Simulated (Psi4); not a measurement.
# C2HClFIn (SMILES C#[C][In]([F])[Cl]): BLYP/def2-SVP (core potential)

Aim: the energy change on altering one bond length of C2HClFIn at BLYP/def2-SVP (core potential), from 2 runs. 

Program for the calculation: Psi4 1.11.

10 further runs of the same task are left out: 8 that didn't finish, 2 set aside as unsound or not needed. Runs told in other sessions of the task aren't counted.

### Step 1. Starting point

C2HClFIn: 6 atoms, total charge 0, spin state singlet. SMILES: `C#[C][In]([F])[Cl]`. Geometry: relaxed at PBE0-D4/def2-TZVP.

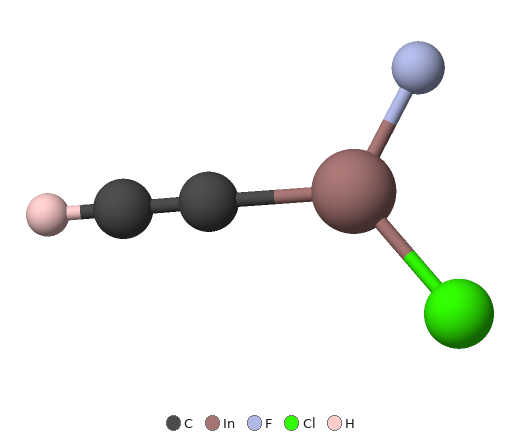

Viewed from a chosen angle; carbon dark grey, indium brown, fluorine light blue, chlorine green, hydrogen pink.

### Step 2. Energy and gradient at BLYP/def2-SVP (core potential)

Contents of c2hclfin.dat:

```
memory 2200 MB

molecule {
  0 1
  C      1.088300     0.340300     1.700800
  C      0.438900     0.120100     0.708700
  In    -0.655800    -0.235700    -0.984700
  F     -1.773600    -1.806600    -1.123700
  Cl    -0.759200     1.049500    -2.880900
  H      1.661500     0.532400     2.579900
  units angstrom
  symmetry c1
}

set puream true
set e_convergence 1e-09
set d_convergence 1e-08
set scf_type pk
set dft_radial_points 99
set dft_spherical_points 590

energy_value, wavefunction = gradient('blyp/def2-SVP', return_wfn=True)
oeprop(wavefunction, 'MAYER_INDICES', 'MULLIKEN_CHARGES', 'LOWDIN_CHARGES', title='BLYP')
print_variables()
```

Launch:

```sh
psi4 -i c2hclfin.dat -o c2hclfin.out -n 1
```

c2hclfin.out:

```text
[...]
    !!!  WARNING: ECP capability is in beta. Please check occupations closely.  !!!
[...]
  Running in c1 symmetry.
[...]
  Nuclear repulsion =  274.588230394353843
[...]
  Multiplicity = 1
[...]
  Nalpha       = 30
  Nbeta        = 30
[...]
    Number of basis functions: 91
[...]
   @RKS iter   1:  -826.19522939243529   -8.95212e-01   9.62992e-03 DIIS/ADIIS
[...]
   @RKS iter  13:  -826.61834889031297   -7.95808e-12   4.60453e-09 DIIS
[...]
  @RKS Final Energy:  -826.61834889031297
   => Energetics <=
    Nuclear Repulsion Energy =            274.5882303943538432
    One-Electron Energy =               -1759.5763450334547997
    Two-Electron Energy =                 724.9334837741793081
    DFT Exchange-Correlation Energy =     -66.5637180253912391
    Empirical Dispersion Energy =           0.0000000000000000
    VV10 Nonlocal Energy =                  0.0000000000000000
    Total Energy =                       -826.6183488903129728
[...]
 Multipole Moments:
 ------------------------------------------------------------------------------------
     Multipole            Electronic (a.u.)      Nuclear  (a.u.)        Total (a.u.)
 ------------------------------------------------------------------------------------
 L = 1.  Multiply by 2.5417464519 to convert [e a0] to [Debye]
 Dipole X            :         -6.7952396            7.4796576            0.6844181
 Dipole Y            :        -10.3394172           10.7658489            0.4264317
 Dipole Z            :          0.1932250            0.5966822            0.7899072
 Magnitude           :                                                    1.1288160
[...]
  -Total Gradient:
     Atom            X                  Y                   Z
    ------   -----------------  -----------------  -----------------
       1       -0.017907195665    -0.006017765950    -0.027449562127
       2        0.016872632732     0.005466974520     0.026124619101
       3       -0.005570110259    -0.002727001873    -0.007413751820
       4        0.011861321637     0.016690325891     0.001448970360
       5        0.000736807959    -0.011456202207     0.016539014585
       6       -0.006055288227    -0.002016738058    -0.009291840348
[...]
  Mulliken Charges: (a.u.)
   Center  Symbol    Alpha    Beta     Spin     Total
       1     C     3.13060  3.13060  0.00000 -0.26121
       2     C     2.84683  2.84683  0.00000  0.30635
       3    IN    10.23983 10.23983  0.00000  0.52035
       4     F     4.68207  4.68207  0.00000 -0.36413
       5    CL     8.59455  8.59455  0.00000 -0.18910
       6     H     0.50613  0.50613  0.00000 -0.01225
   Total alpha = 30.00000, Total beta = 30.00000, Total charge =  0.00000
  Lowdin Charges: (a.u.)
   Center  Symbol    Alpha    Beta     Spin     Total
[...]
```

Wall time 17 s (1 thread of Intel Xeon Platinum 8488C (Sapphire Rapids), shared host); peak memory 0.94 GiB.

### Step 3. The distorted shape

Contents of calc.in:

```
memory 2.2 GB

molecule m {
  0 1
  C      1.119318    -0.045235     2.269623
  C      0.469918    -0.265435     1.277523
  In    -0.624782    -0.621235    -0.415877
  F     -1.742582    -2.192135    -0.554877
  Cl    -0.759200     1.049500    -2.880900
  H      1.692518     0.146865     3.148723
  units angstrom
  symmetry c1
  no_reorient
  no_com
}

set {
  basis                def2-SVP
  reference            rks
  puream               true
  e_convergence        1e-09
  d_convergence        1e-08
  scf_type             pk
  dft_radial_points    99
  dft_spherical_points 590
}

e, wfn = gradient("blyp", return_wfn=True)
oeprop(wfn, "MULLIKEN_CHARGES", "MAYER_INDICES", "DIPOLE", title="BLYP")
print_variables()
```

Launch:

```sh
psi4 -i calc.in -o calc.out -n 1
```

calc.out:

```text
[...]
    !!!  WARNING: ECP capability is in beta. Please check occupations closely.  !!!
[...]
  Running in c1 symmetry.
[...]
  Nuclear repulsion =  248.938446878480789
[...]
  Multiplicity = 1
[...]
  Nalpha       = 30
  Nbeta        = 30
[...]
    Number of basis functions: 91
[...]
   @RKS iter   1:  -826.17228848587274   -1.01510e+00   9.47745e-03 DIIS/ADIIS
[...]
   @RKS iter  14:  -826.57777257980297   -1.13687e-13   1.15830e-09 DIIS
[...]
  @RKS Final Energy:  -826.57777257980297
   => Energetics <=
    Nuclear Repulsion Energy =            248.9384468784807893
    One-Electron Energy =               -1708.2889588542384445
    Two-Electron Energy =                 699.2531884885795535
    DFT Exchange-Correlation Energy =     -66.4804490926249088
    Empirical Dispersion Energy =           0.0000000000000000
    VV10 Nonlocal Energy =                  0.0000000000000000
    Total Energy =                       -826.5777725798029678
[...]
  -Total Gradient:
     Atom            X                  Y                   Z
    ------   -----------------  -----------------  -----------------
       1       -0.017801826615    -0.006428670208    -0.026700053686
       2        0.015947341935     0.003299878554     0.027149192869
       3       -0.000314297932    -0.033879487741     0.043979931463
       4        0.010626530932     0.013039804508     0.003816610664
       5       -0.002351710835     0.025788477949    -0.038594731949
       6       -0.006136609921    -0.001826124288    -0.009703331598
[...]
 Multipole Moments:
 ------------------------------------------------------------------------------------
     Multipole            Electronic (a.u.)      Nuclear  (a.u.)        Total (a.u.)
 ------------------------------------------------------------------------------------
 L = 1.  Multiply by 2.5417464519 to convert [e a0] to [Debye]
 Dipole X            :         58.3757488          -57.6028699            0.7728790
 Dipole Y            :         31.4110280          -31.4654612           -0.0544333
 Dipole Z            :         73.9194059          -72.3217293            1.5976766
 Magnitude           :                                                    1.7756338
[...]
  Mulliken Charges: (a.u.)
   Center  Symbol    Alpha    Beta     Spin     Total
       1     C     3.12134  3.12134  0.00000 -0.24267
       2     C     2.84380  2.84380  0.00000  0.31239
       3    IN    10.21399 10.21399  0.00000  0.57203
       4     F     4.67111  4.67111  0.00000 -0.34221
       5    CL     8.64859  8.64859  0.00000 -0.29718
       6     H     0.50118  0.50118  0.00000 -0.00236
   Total alpha = 30.00000, Total beta = 30.00000, Total charge = -0.00000
  Mayer Bond Indices:
[...]
```

Run time: 17 s. Hardware: 1 thread of Intel Xeon Platinum 8488C (Sapphire Rapids), shared host; peak memory 0.92 GiB.

### Step 4. Summary of results

At BLYP/def2-SVP (core potential):

```
                                                           quantity          value
                                          first shape: total energy  -826.61835 Eh
                                         first shape: dipole moment         2.87 D
                                           first shape: HOMO energy       -7.33 eV
                                           first shape: LUMO energy       -2.57 eV
                                         first shape: HOMO–LUMO gap        4.75 eV
                              first shape: largest force on an atom     1.713 eV/Å
                                      distorted shape: total energy  -826.57777 Eh
                                     distorted shape: dipole moment         4.51 D
                                       distorted shape: HOMO energy       -6.16 eV
                                       distorted shape: LUMO energy       -4.33 eV
                                     distorted shape: HOMO–LUMO gap        1.83 eV
                          distorted shape: largest force on an atom     2.855 eV/Å
energy change with the In3–Cl5 bond stretched from 2.293 to 2.981 Å       1.104 eV
```

With the In3–Cl5 bond stretched from 2.293 to 2.981 Å the energy rises by 1.10 eV (25 kcal/mol). The first shape isn't relaxed at this level, so the change isn't measured from a minimum. The largest force (first shape) is 1.71 eV/Å: the shape isn't a stationary point for this species at this level. Mulliken charges (first shape) run from -0.36 on F4 to +0.52 on In3.
